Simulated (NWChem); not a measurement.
# One shape, several levels: C3HN (cyanoacetylene)

Wanted: a comparison of 6 runs (HF/6-31G*, HF/def2-SVP, HF/def2-SVPD, BLYP/STO-3G, CAM-B3LYP/def2-TZVP, CCSD(T)/def2-SVPD) of C3HN (cyanoacetylene). 

The calculation is run with NWChem 7.3.0.

## 1. The structure to begin with

C3HN has 5 atoms, charge 0, and is taken as a singlet. As SMILES, `C#CC#N`. The coordinates come from a PBE0-D4/def2-TZVP relaxation.

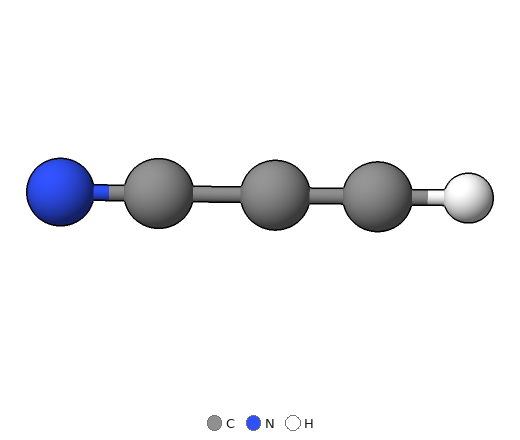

Viewed from a chosen angle; carbon grey, nitrogen blue, hydrogen white.

## 2. Energy and gradient at HF/6-31G(d) (spherical functions) (run 1)

run.xyz

```xyz
5
C3HN
C     -0.137800     1.253000     0.148800
C     -0.000300     0.068900     0.002100
C      0.157500    -1.280600    -0.165000
N      0.291100    -2.418400    -0.305600
H     -0.260600     2.303500     0.278300
```

run.py

```python
from ase.io import read
from ase.calculators.nwchem import NWChem

atoms = read('run.xyz')

calc = NWChem(
    label='run',
    theory='scf',
    memory='2200 mb',
    basis='6-31G*',
    basispar='spherical bse',
    scf={'nopen': '0', 'rhf': None, 'thresh': '1e-08', 'maxiter': '80', 'print': 'low'},
)
atoms.calc = calc

forces = atoms.get_forces()
e = atoms.get_potential_energy()
print(f"E = {e:.6f} eV")
print("forces (eV/A):")
for s, f in zip(atoms.symbols, forces):
    print(f"{s:2s} {f[0]:10.5f} {f[1]:10.5f} {f[2]:10.5f}")
```

The run is started by

```console
$ export ASE_NWCHEM_COMMAND="nwchem PREFIX.nwi > PREFIX.nwo"
$ python run.py
```

Standard output:

```text
E = -4586.391633 eV
forces (eV/A):
C     0.16717   -1.47278   -0.18486
C    -0.32427    2.80734    0.34792
C     0.40361   -3.43268   -0.42300
N    -0.28555    2.42136    0.29851
H     0.03898   -0.32329   -0.03857
```

The calculator wrote run.nwi:

```
title "run"

permanent_dir run

scratch_dir run

start run

geometry units angstrom nocenter noautosym noautoz
  C  -1.3780000000000001e-01 1.2529999999999999e+00 1.4879999999999999e-01
  C  -2.9999999999999997e-04 6.8900000000000003e-02 2.0999999999999999e-03
  C  1.5750000000000000e-01 -1.2806000000000000e+00 -1.6500000000000001e-01
  N  2.9110000000000003e-01 -2.4184000000000001e+00 -3.0559999999999998e-01
  H  -2.6060000000000000e-01 2.3035000000000001e+00 2.7829999999999999e-01
end

memory 2200 mb

basis spherical bse noprint
   * library 6-31G*
end

scf
  nopen 0
  rhf
  thresh 1e-08
  maxiter 80
  print low
end

task scf gradient
```

run.nwo:

```text
Northwest Computational Chemistry Package (NWChem) 7.3.0
             --------------------------------------------------------

           Job information
           ---------------

    nwchem branch   = 7.3.0
    use scalapack   = T
    input           = run.nwi
    prefix          = run.
    data base       = run/run.db
    status          = startup
    nproc           =        1

           Memory information
           ------------------

    heap     =     72089596 doubles =      550.0 Mbytes
    stack    =     72089601 doubles =      550.0 Mbytes
    global   =    144179200 doubles =     1100.0 Mbytes (distinct from heap & stack)
    total    =    288358397 doubles =     2200.0 Mbytes
    verify   = yes
    hardfail = no

           Directory information
           ---------------------

  0 permanent = run
  0 scratch   = run

                                NWChem Input Module
                                -------------------

                                        run
                                        ---

[... 25 lines left out ...]
            Nuclear Dipole moment (a.u.)
[... 45 lines left out ...]
  ao basis        = "ao basis"
  functions       =    58
  atoms           =     5
  closed shells   =    13
  open shells     =     0
  charge          =   0.00
  wavefunction    = RHF
  input vectors   = atomic
  output vectors  = run/run.movecs
  use symmetry    = F
  symmetry adapt  = F

 Forming initial guess at       0.0s

 Starting SCF solution at       0.1s

       Final RHF  results
       ------------------

         Total SCF energy =   -168.546785111943
      One-electron energy =   -379.551461084028
      Two-electron energy =    133.754655295689
 Nuclear repulsion energy =     77.250020676396

        Time for solution =      2.1s

                              NWChem Gradients Module
                              -----------------------

                         RHF ENERGY GRADIENTS

    atom               coordinates                        gradient
                 x          y          z           x          y          z
   1 C      -0.260404   2.367827   0.281191   -0.003251   0.028641   0.003595
   2 C      -0.000567   0.130202   0.003968    0.006306  -0.054594  -0.006766
   3 C       0.297632  -2.419983  -0.311805   -0.007849   0.066755   0.008226
   4 N       0.550099  -4.570113  -0.577500    0.005553  -0.047088  -0.005805
   5 H      -0.492463   4.352984   0.525911   -0.000758   0.006287   0.000750

 Task  times  cpu:        2.5s     wall:        2.5s
 Total times  cpu:        2.5s     wall:        2.5s
```

Run time: 3.3 s. Hardware: 1 thread of AMD EPYC 9R45 (Zen 5), shared host; peak memory 0.1 GiB.

## 3. Energy and forces at HF/def2-SVP (run 2)

job.nw

```
start job
title "C3HN"
memory 2200 mb
charge 0
geometry noautosym nocenter noautoz
C    -0.137800    1.253000    0.148800
C    -0.000300    0.068900    0.002100
C     0.157500   -1.280600   -0.165000
N     0.291100   -2.418400   -0.305600
H    -0.260600    2.303500    0.278300
end
basis "ao basis" spherical bse
* library def2-SVP
end
scf
thresh 1e-08
maxiter 80
end
task scf gradient
```

The run is started by

```console
$ nwchem job.nw > job.out
```

Standard output:

```text
[...]
  functions       =    61
[...]
  wavefunction    = RHF
[...]
         Total SCF energy =   -168.415606101849
      One-electron energy =   -379.217076548215
      Two-electron energy =    133.551449769969
 Nuclear repulsion energy =     77.250020676396
        Time for solution =      1.4s
[...]
                         RHF ENERGY GRADIENTS
    atom               coordinates                        gradient
                 x          y          z           x          y          z
   1 C      -0.260404   2.367827   0.281191   -0.002847   0.025115   0.003155
   2 C      -0.000567   0.130202   0.003968    0.005808  -0.050240  -0.006227
   3 C       0.297632  -2.419983  -0.311805   -0.009192   0.078210   0.009643
   4 N       0.550099  -4.570113  -0.577500    0.006140  -0.052093  -0.006424
   5 H      -0.492463   4.352984   0.525911    0.000091  -0.000992  -0.000148
[...]
```

Wall time 2.3 s (1 thread of AMD EPYC 9R45 (Zen 5), shared host); peak memory 0.1 GiB.

## 4. Energy and forces at HF/def2-SVPD (run 3)

run.py

```python
from ase import Atoms
from ase.calculators.nwchem import NWChem

atoms = Atoms('CCCNH', positions=[
    [-0.137800, 1.253000, 0.148800],
    [-0.000300, 0.068900, 0.002100],
    [0.157500, -1.280600, -0.165000],
    [0.291100, -2.418400, -0.305600],
    [-0.260600, 2.303500, 0.278300],
])

calc = NWChem(
    label='c3hn',
    theory='scf',
    memory='2200 mb',
    basis='def2-SVPD',
    basispar='spherical bse',
    scf={'nopen': '0', 'rhf': None, 'thresh': '1e-08', 'maxiter': '80'},
)
atoms.calc = calc

forces = atoms.get_forces()
print("Total energy (eV):", round(atoms.get_potential_energy(), 6))
print("forces (eV/A):")
for s, f in zip(atoms.symbols, forces):
    print(f"{s:2s} {f[0]:10.5f} {f[1]:10.5f} {f[2]:10.5f}")
print("dipole (e A):", atoms.get_dipole_moment().round(4))
```

The run is started by

```console
$ export ASE_NWCHEM_COMMAND="nwchem PREFIX.nwi > PREFIX.nwo"
$ python run.py
```

Standard output:

```text
Total energy (eV): -4582.92587
forces (eV/A):
C     0.15257   -1.34582   -0.16902
C    -0.30524    2.64243    0.32756
C     0.47730   -4.06188   -0.50090
N    -0.32499    2.75782    0.34011
H     0.00036    0.00751    0.00221
dipole (e A): [-0.1     0.8544  0.1056]
```

The calculator wrote c3hn.nwi:

```
title "c3hn"

permanent_dir c3hn

scratch_dir c3hn

start c3hn

geometry units angstrom nocenter noautosym noautoz
  C  -1.3780000000000001e-01 1.2529999999999999e+00 1.4879999999999999e-01
  C  -2.9999999999999997e-04 6.8900000000000003e-02 2.0999999999999999e-03
  C  1.5750000000000000e-01 -1.2806000000000000e+00 -1.6500000000000001e-01
  N  2.9110000000000003e-01 -2.4184000000000001e+00 -3.0559999999999998e-01
  H  -2.6060000000000000e-01 2.3035000000000001e+00 2.7829999999999999e-01
end

memory 2200 mb

basis spherical bse noprint
   * library def2-SVPD
end

scf
  nopen 0
  rhf
  thresh 1e-08
  maxiter 80
end

task scf gradient
```

c3hn.nwo (excerpt; [...] marks lines left out):

```text
[...]
      One-electron energy =   -379.179152242794
[... 1 line left out ...]
 Nuclear repulsion energy =     77.250020676396
[... 31 lines left out ...]
                       ROHF Final Molecular Orbital Analysis
[... 293 lines left out ...]
     1   1 0 0     -0.188943      0.000000      3.578196
[...]
  wavefunction    =   RHF
                         RHF ENERGY GRADIENTS
    atom               coordinates                        gradient
                 x          y          z           x          y          z
   1 C      -0.260404   2.367827   0.281191   -0.002967   0.026172   0.003287
   2 C      -0.000567   0.130202   0.003968    0.005936  -0.051387  -0.006370
   3 C       0.297632  -2.419983  -0.311805   -0.009282   0.078991   0.009741
   4 N       0.550099  -4.570113  -0.577500    0.006320  -0.053631  -0.006614
   5 H      -0.492463   4.352984   0.525911   -0.000007  -0.000146  -0.000043
[...]
```

It took 7.2 s on 1 thread of AMD EPYC 9R45 (Zen 5), shared host; peak memory 0.1 GiB.

Runs 4 to 5 aren't shown in full; the table further down has their settings and results.

## 5. The energy at CCSD(T)/def2-SVPD (run 6)

c3hn.xyz

```xyz
5

C     -0.137800     1.253000     0.148800
C     -0.000300     0.068900     0.002100
C      0.157500    -1.280600    -0.165000
N      0.291100    -2.418400    -0.305600
H     -0.260600     2.303500     0.278300
```

c3hn.nw

```
start c3hn
memory stack 880 mb heap 220 mb global 1100 mb
geometry units angstroms noautosym nocenter noautoz
load format xyz c3hn.xyz
end
basis "ao basis" spherical bse
* library def2-SVPD
end
scf
thresh 1e-08
maxiter 80
noprint "final vectors analysis"
end
ccsd
freeze core 4
maxiter 60
end
task ccsd(t)
```

The run is started by

```console
$ nwchem c3hn.nw > c3hn.out
```

Standard output:

```text
[...]
  functions       =    88
[...]
  wavefunction    = RHF
[...]
         Total SCF energy =   -168.419420668550
      One-electron energy =   -379.179152242823
      Two-electron energy =    133.509710897877
 Nuclear repulsion energy =     77.250020676396
        Time for solution =      5.1s
[...]
 Total MP2 energy:           -168.966558958534762
[...]
             energy      energy      error      ampl     ampl      Block
                                                time     time      time
[...]
 Total CCSD energy:           -168.975097058680319
[...]
 Total CCSD+T(CCSD) energy:           -169.004724230771586
[...]
 Total CCSD(T) energy:                -169.003465662218645
[...]
```

It took 52 s on 1 thread of AMD EPYC 9R45 (Zen 5), shared host; peak memory 0.22 GiB.

## 6. The series

| run | level | iteration cap | module | energy (Eh) | largest force (eV/Å) | wall time |
| --- | --- | --- | --- | --- | --- | --- |
| 1 | HF/6-31G* (spherical functions) | 80 | scf | -168.546785 | 3.482 | 3.3 s |
| 2 | HF/def2-SVP | 80 | scf | -168.415606 | 4.080 | 2.3 s |
| 3 | HF/def2-SVPD | 80 | scf | -168.419421 | 4.120 | 7.2 s |
| 4 | BLYP/STO-3G | 100 | dft | -167.332905 | 8.923 | 2.6 s |
| 5 | CAM-B3LYP/def2-TZVP | 100 | dft | -169.548510 | 1.041 | 2.3 min |
| 6 | CCSD(T)/def2-SVPD | 80 | ccsd(t) | -169.003466 | – | 52 s |

## 7. Outcome

| quantity | value |
| --- | --- |
| run 6: total energy | -169.00347 Eh |
| run 6: correlation energy (4 core orbitals frozen) | -584.0 mEh |
| run 6: (T) correction | -28.37 mEh |

**Reading.** Over runs 2, 3, 4, 5 the dipole moment (its size) runs from 2.99 D (BLYP/STO-3G) to 4.16 D (HF/def2-SVPD). The two ends differ in method and basis. Over runs 2, 3, 4, 5 the HOMO–LUMO gap runs from 6.21 eV (BLYP/STO-3G) to 14.16 eV (HF/def2-SVP). Totals of different functionals can't be ranked against each other. In run 4 the basis is minimal, so the values are rough. All runs together took 3.5 min, the longest 2.3 min.
